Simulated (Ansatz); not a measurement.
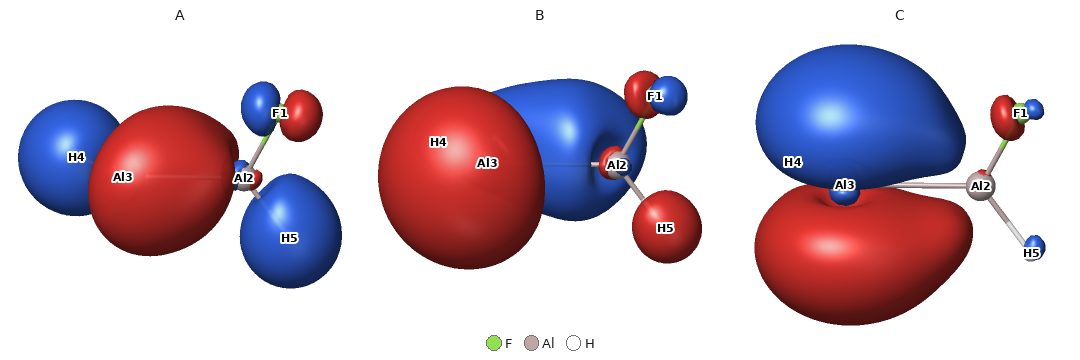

Al2FH2 (doublet). Three frontier orbitals at ±0.08 Å⁻³ᐟ² (blue and red are the two phases), in no order.

The calculation used UKS PBE0/def2-SVP (Ansatz 0.2.0).

```yaml
atoms:
  - { symbol: F, position_ang: [-0.4061, -1.7201, 1.9203] }
  - { symbol: Al, position_ang: [0.3931, -0.4427, 1.1866] }
  - { symbol: Al, position_ang: [-0.1117, -0.0472, -1.2948] }
  - { symbol: H, position_ang: [-1.1879, 0.9426, -1.9559] }
  - { symbol: H, position_ang: [1.5607, 0.2193, 2.0424] }
```

Which picture is the HOMO−1, the HOMO and the LUMO? All are α orbitals.

Answer. A is the HOMO−1 (α) (−7.75 eV). Its weight (Hirshfeld) is mainly on Al3 (about 35 %), Al2 (about 25 %), H4 (about 20 %) and H5 (about 15 %). B is the HOMO (α) (−5.47 eV). It lies mainly on Al3 (about 70 %) and Al2 (about 20 %). C is the LUMO (α) (−2.63 eV). Its weight (Hirshfeld) is mainly on Al3 (about 80 %) and Al2 (about 15 %).

What is the gap between the highest occupied and lowest empty α orbitals?

Answer. 2.84 eV between the orbital energies.
